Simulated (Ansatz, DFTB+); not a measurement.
**CPO− (SMILES [O-]C#P): methods side by side**

CPO−: 3 atoms, total charge -1, spin state singlet. As SMILES, `[O-]C#P`. Geometry: relaxed at GFN2-xTB.

```jsonl
{"atom": "O", "x (Å)": "0.7772", "y (Å)": "0.9277", "z (Å)": "0.5293"}
{"atom": "C", "x (Å)": "0.0765", "y (Å)": "0.0906", "z (Å)": "0.0522"}
{"atom": "P", "x (Å)": "-0.8538", "y (Å)": "-1.0183", "z (Å)": "-0.5815"}
```

Each level gives the vertical detachment energy (to the doublet neutral) (eV). The values are calculated.

```csv
level,kind,program,value (eV),less FCI/STO-3G,CPU time (all runs)
DFTB2,semi-empirical,DFTB+,2.03,+6.29,under 2 s
SVWN5/STO-3G,LDA,Ansatz,-2.67,+1.59,32 s
revPBE/STO-3G,GGA,Ansatz,-2.85,+1.41,26 s
r2SCAN/STO-3G,meta-GGA,Ansatz,-2.76,+1.50,34 s
BHLYP/STO-3G,global hybrid,Ansatz,-3.14,+1.12,40 s
B2PLYP/STO-3G,double hybrid,Ansatz,-3.19,+1.07,67 s
MP2/STO-3G,perturbation theory,Ansatz,-2.81,+1.45,0.78 s
CCSDT(Q)/STO-3G,coupled cluster or CI,Ansatz,-4.26,0.00,4.8 s
FCI/STO-3G,exact in the basis,Ansatz,-4.26,0.00,4.4 s
```

FCI/STO-3G is exact within its basis and frozen core, so for wave-function methods in that basis the difference is their error; functionals converge differently with the basis, so for them it is only a difference. Sets without diffuse functions describe the anion poorly. The values span -4.26 to 2.03 eV. Spin contamination of the reference (⟨S²⟩ at least 0.1 too high) touches MP2/STO-3G, CCSDT(Q)/STO-3G. All rows use very small basis sets, so even the best lies far from the true value. CPU times are rough (shared hosts, several kinds of processor): they show what a rung costs within a factor of a few.

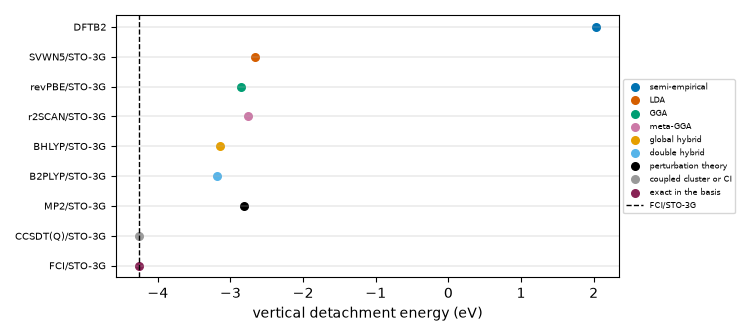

The values of the table, level by level.
